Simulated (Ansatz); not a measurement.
## C2H8GeO: single-point calculation

C2H8GeO, computed with RKS PBE0-D4/def2-SVP (Ansatz 0.2.0).

The geometry comes from this level: PBE-D4/def2-SVP.

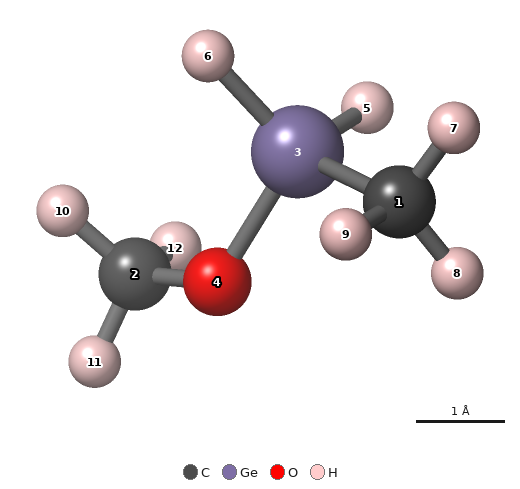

**Figure 1.** The structure as given in the input (ball-and-stick view, seen at a tilt; atoms are numbered from 1 in the order of the input). Sticks mark near contacts.

Summary

- outcome: converged
- total energy: −60747.8235 eV
- mean-field energy: −60747.6550 eV
- dispersion energy: −0.1685 eV
- SCF solution under orbital rotations: stable
- HOMO: −7.44 eV
- LUMO: 0.93 eV
- hardware: 2 threads of Arm Neoverse V1, 23 GiB of memory available, shared host
- wall time: 2.3 s (CPU time 4.3 s)
- peak memory: 0.27 GiB

Input
```yaml
crystal:
  periodic: [false, false, false]
  atoms:
    - {symbol: C, position_ang: [-0.597006, 2.052164, -0.469915]}
    - {symbol: C, position_ang: [0.070709, -2.175166, 0.101816]}
    - {symbol: Ge, position_ang: [0.423561, 0.570950, 0.284533]}
    - {symbol: O, position_ang: [-0.434078, -0.916063, -0.283748]}
    - {symbol: H, position_ang: [0.425937, 0.575249, 1.845708]}
    - {symbol: H, position_ang: [1.894094, 0.524356, -0.237564]}
    - {symbol: H, position_ang: [-0.157326, 3.020873, -0.161720]}
    - {symbol: H, position_ang: [-1.644455, 2.004120, -0.115472]}
    - {symbol: H, position_ang: [-0.589811, 1.989665, -1.574929]}
    - {symbol: H, position_ang: [1.112503, -2.358276, -0.260572]}
    - {symbol: H, position_ang: [-0.577309, -2.963465, -0.338036]}
    - {symbol: H, position_ang: [0.073182, -2.324396, 1.209910]}
basis:
  gaussian: {orbitals: def2-SVP, initial_orbitals: start.molden}
hamiltonian: {xc: pbe0, dispersion: d4}
scf: {omitted_lower_state_checks: [starts]}
output: {orbitals: {seedname: orbitals}}
```

Run as:
```bash
ansatz run in.yaml --threads 2 --pin off --events-out ev --progress --plain --max-ram 4352MiB
```

Output
```
Functional definition: PBE0
  name "PBE0"
  cite "Adamo & Barone, J. Chem. Phys. 110, 6158 (1999) doi:10.1063/1.478522"
  cite "Perdew, Burke & Ernzerhof, Phys. Rev. Lett. 77, 3865 (1996) doi:10.1103/PhysRevLett.77.3865"
  parent pbe
  parameter a = 0.25
  parameter kappa = 0.804
  parameter beta = 0.06672455060314922
  exchange = (1 - a)*pbe_x(kappa = kappa, mu = beta*pi^2/3) + a*exact_x
  correlation = pbe_c(beta = beta)
these checks for a lower state are left out or cut short: starts
1313 factors; their error is unknown
mean field evaluation 1: about -60747.3943 eV, gradient 7.2e0 eV
mean field evaluation 2: about -60747.5149 eV, gradient 9.0e-2 eV
mean field evaluation 4: about -60747.6550 eV, gradient 8.4e-5 eV
mean field -60747.65498752 eV, -2232.4351445519 hartree, gradient 8.7e-5 eV, S^2 0.000000; 0 other end points of the search recorded, 0 dependent functions left out
reference -60747.65501707 eV, -2232.4351456379 hartree; 30, 30 occupied and 84, 84 virtual orbitals, 1313 factors
Total energy: -60747.82348695 eV, -2232.4413367916 hartree
Checks for a lower state left out: starts
```

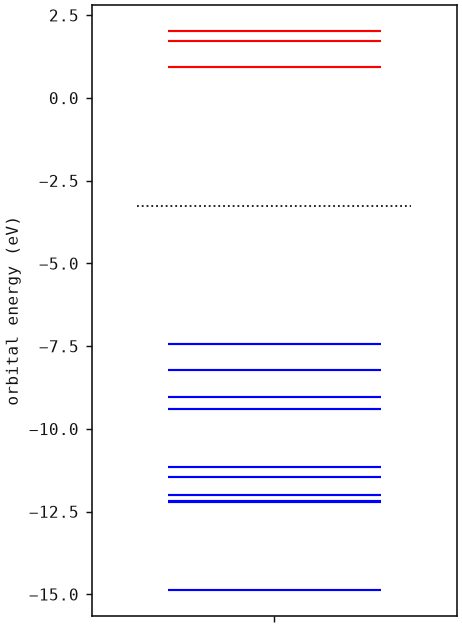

**Figure 2.** Orbital energies near the frontier; the dotted line parts filled from empty levels, and levels within 0.02 eV of each other stand side by side. Highest filled −7.44 eV, lowest empty 0.93 eV, 8.37 eV apart.
